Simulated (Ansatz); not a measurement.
System: AlH$_{4}$N···HCl.

```xyz
8

Al    0.0582   -0.1114   -0.1127
H     0.0710   -0.6757    1.3726
N     1.5946   -0.1592   -1.0081
H     2.4933   -0.4243   -0.6157
H     1.7153    0.1278   -1.9750
H    -1.2643    0.2276   -0.9123
Cl   -0.0046    2.5474    1.3169
H     0.0513    1.8481    2.4022
```

Level of theory: RKS B3LYP-D4/def2-SVP (Ansatz 0.2.0).

Question: Predict the electron density and electron localisation function between the atoms.

Answer: Al–N (1.78 Å): ρ at the midpoint is about 0.81 e/Å³; the ELF peaks at about 0.90 in the valence shell of N, 0.7 Å from its nucleus, and is about 0.60 at the midpoint.
N–H (1.02 Å): ρ at the midpoint is about 2.8 e/Å³; the ELF climbs to about 1 towards the hydrogen, as it does in any bond to H (an ordinary covalent bond to hydrogen).
Al–H (1.58 Å): ρ at the midpoint is about 0.54 e/Å³; the ELF climbs to about 1 towards the hydrogen.

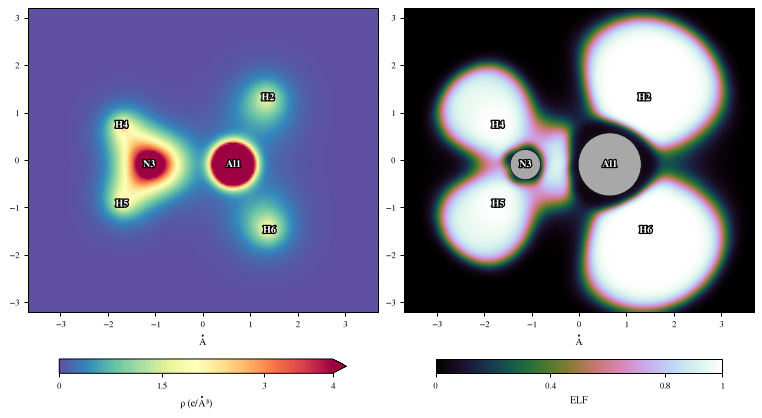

Computed electron density and electron localisation function on the plane of atoms Al1, N3 and H4, in this order. Grey discs cover the atomic cores in the ELF map. 
